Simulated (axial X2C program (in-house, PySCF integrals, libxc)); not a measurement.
## Relativistic diatomic calculation, with input and output: MoC⁻

MoC⁻, single determinant with Ω = 3/2. The distance is the PBE0 minimum at charge −1. Computed at this level: expectation values, HF and Kohn-Sham, two-component X2C with atomic mean-field Coulomb and Gaunt terms, Mo dyall-acv3z, C dyall-av3z (cores contracted) (axial X2C program (in-house, PySCF integrals, libxc)).

The program's output:
```
two-component X2C + atomic mean field  PBE0
basis functions 221  fitting functions 1031  grid points 5078
iter        total energy     max residual
   1      -4084.531792289     2.68e-05
   2      -4084.531792240     7.36e-05
   3      -4084.531792316     5.28e-06
   4      -4084.531792319     5.36e-06
   5      -4084.531792321     2.80e-06
converged
one-electron -5799.75183617  Coulomb 1767.90440961  exact exchange -31.93167192  xc functional -97.99353247  nuclear repulsion 79.14104282  atomic mean-field constant -1.90020419
```

Expectation values by level of theory:

| quantity | PBE0 | HF | TPSSh | LDA | PBE50 |
| --- | --- | --- | --- | --- | --- |
| effective field for an electron dipole moment (GV/cm) | −3.64 | −4.50 | −3.56 | −3.14 | −4.20 |
| field gradient at the first nucleus (a.u.) | −0.968 | −1.55 | −1.12 | −1.54 | −0.737 |
| field gradient at the second nucleus (a.u.) | −0.214 | −0.139 | −0.200 | −0.230 | −0.200 |
| A∥/gI, first nucleus (MHz) | 464 | −293 | 497 | 751 | 283 |
| A∥/gI, second nucleus (MHz) | 1.83 | −68.6 | 0.613 | 8.93 | −6.65 |

Each column comes from one determinant with 3 or more unpaired spinors, which can mix states, in a basis with contracted cores. The levels disagree widely: A∥/gI at the first nucleus runs from −293 to 751 MHz, A∥/gI at the second nucleus runs from −68.6 to 8.93 MHz and the field gradient at the first nucleus runs from −1.55 to −0.737 a.u. They may not all have settled in the same state, and these values aren't reliable properties of the molecule.

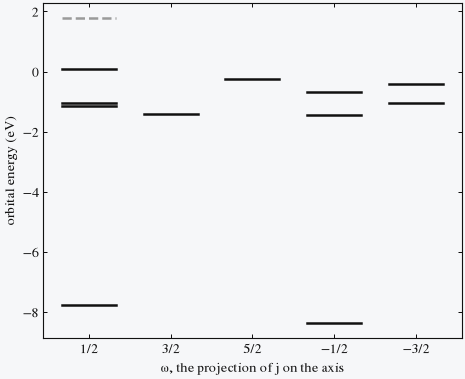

Fig. 1: Orbital energies (PBE0) near the frontier at 1.69 Å, filled (solid) and empty (dashed). The highest filled spinor (1/2; 44 % Mo s, 27 % Mo p) lies at 0.08 eV, the lowest empty one (1/2; 88 % Mo p, 10 % Mo s) at 1.77 eV. A filled level above zero is held only by the finite basis .

Input:
```
{"zs": [42, 6], "q": -1, "bas": ["dyall-acv3z", "dyall-av3z"], "r0": 1.88, "levels": ["PBE0", "HF", "TPSSh", "LDA", "PBE50"], "nst": 3}
```

The line is the task of a batch: nuclear charges, charge, bases, the levels to run, a first guess of the distance and further settings. This report covers the levels named above. The log is that of the reference distance, started from orbitals converged before.

Launched within a batch (the task file carries these settings):
```bash
python <driver script> task.json out
```

Summary:

- outcome: converged; the levels of theory disagree widely; a filled level lies above zero
- hardware: 1 thread of Arm Neoverse V2, 24 GiB of memory available, shared host
- wall time: 3.6 s
- peak memory: 0.4 GiB

Remarks:

The highest filled level (PBE0, up to 0.08 eV) lies above zero. That is common for anions, where the functional's self-interaction leaves the outer electrons unbound; only the finite basis holds them, so such levels depend on it.
